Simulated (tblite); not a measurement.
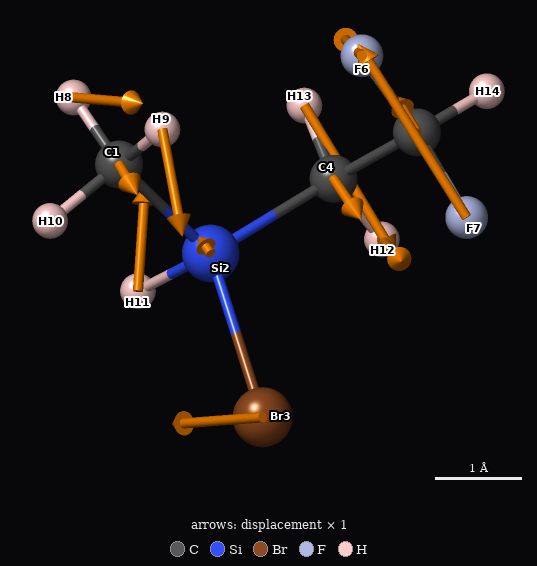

This is a relaxation of C₃H₇BrF₂Si. The starting structure is drawn; orange arrows show the displacements, at their true length. The two geometries are superimposed by the best rigid fit.

The picture is a ball-and-stick view, seen at a tilt.

These are results of tblite 0.8.0, GFN2-xTB geometry optimisation, gas phase, not measurements. 

Question: What did the optimiser do to the structure, and how much energy did it gain?

Answer: After 161 geometry steps the energy has fallen by 0.459 eV. The atom that moves furthest after the best rigid fit is an F atom (2.41 Å). By element the largest moves are F 2.41 Å, H 2.10 Å, Br 1.84 Å, C 0.77 Å, Si 0.31 Å. Near-neighbour distances that change, for instance: C–Si 1.846 → 1.910 Å, C–Si 1.849 → 1.889 Å, C–H 1.128 → 1.090 Å, C–F 1.396 → 1.359 Å. Among the angles between lasting bonds that change: C–Si–H 106.5° → 115.5°, Br–Si–C 112.3° → 103.8°, C–C–H 107.9° → 114.4°. Groups turn about C–Si by about 120°.
